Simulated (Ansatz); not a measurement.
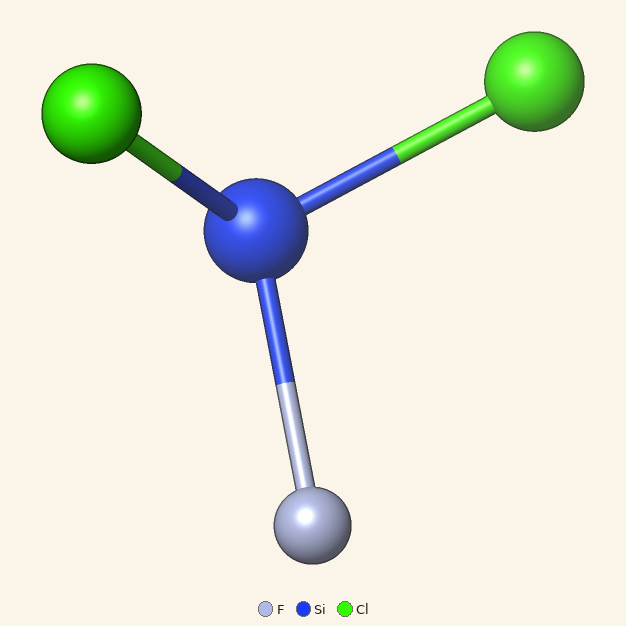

(Drawn from a calculation with Ansatz.)

A ball-and-stick model of a molecule.

State: neutral, doublet. Geometry: moved along internal coordinates away from the minimum.

Identify the structure.

The molecule is SiCl2F. As SMILES it reads `F[Si](Cl)Cl`. It is an open-shell species. Coordination: 1 Si trigonal pyramidal.
